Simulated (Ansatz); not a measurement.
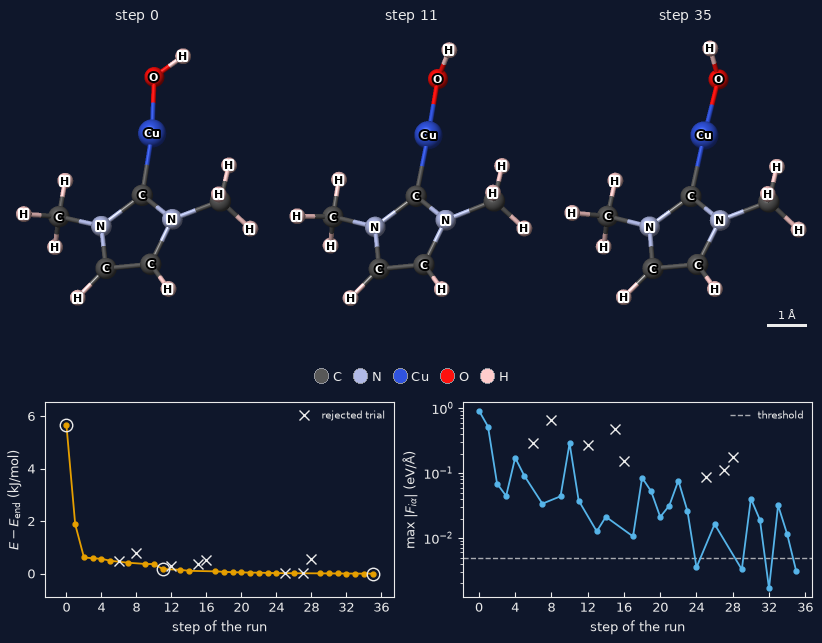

Frames of a relaxation of C₅H₉CuN₂O, marked on the history of the run. The picture is a ball-and-stick view, seen at a tilt.

The start comes from GFN2-xTB.

All numbers below come from Ansatz, RKS PBE0-D4/def2-TZVP. Set-up: force threshold 0.005 eV/Å; at most 150 steps.

> Describe the path.

The atom that moves furthest after the best rigid fit is an H atom (0.60 Å). Largest moves by element: H 0.60 Å, O 0.44 Å, Cu 0.13 Å, C 0.05 Å, N 0.03 Å. Near-neighbour distances that change, for instance: Cu–O 1.736 → 1.793 Å, C–Cu 1.862 → 1.873 Å, C–N 1.436 → 1.444 Å, C–H 1.070 → 1.077 Å. Bond angles that change, for instance: C–Cu–O 173.0° → 176.2°, N–C–Cu 125.7° → 127.9°. After 27 accepted moves (35 points after the start) the energy has fallen by 5.64 kJ/mol. Largest force component: 0.92 eV/Å at the start, 0.0031 eV/Å at the end. The line search rejected the trial steps at points 6, 8, 12, 15, 16, 25, 27, 28 of the run. The forces were under the threshold at step 24, but the run went on from there. The run took about 140 s of wall time on a shared GPU. From step 0 to 11: an H atom moves most (0.31 Å), energy −5.47 kJ/mol. From step 11 to 35: an H atom moves most (0.34 Å), energy −0.18 kJ/mol.

```
step  E − E(0), kJ/mol  largest force component, eV/Å      note
   0              0.00                         0.9174          
   1             -3.77                         0.5220          
   2             -5.03                         0.0689          
   3             -5.06                         0.0445          
   4             -5.08                         0.1725          
   5             -5.15                         0.0914          
   6             -5.15                         0.2939  rejected
   7             -5.23                         0.0338          
   8             -4.85                         0.6634  rejected
   9             -5.28                         0.0440          
  10             -5.28                         0.2888          
  11             -5.47                         0.0378          
  13             -5.50                         0.0127          
  14             -5.54                         0.0213          
  15             -5.29                         0.4820  rejected
  17             -5.56                         0.0106          
  18             -5.58                         0.0851          
  19             -5.59                         0.0524          
  21             -5.61                         0.0316          
  22             -5.61                         0.0767          
  23             -5.62                         0.0261          
  24             -5.63                         0.0035          
  26             -5.63                         0.0164          
  27             -5.62                         0.1099  rejected
  28             -5.07                         0.1787  rejected
  30             -5.64                         0.0405          
  31             -5.64                         0.0190          
  32             -5.64                         0.0017          
  34             -5.64                         0.0115          
  35             -5.64                         0.0031
```
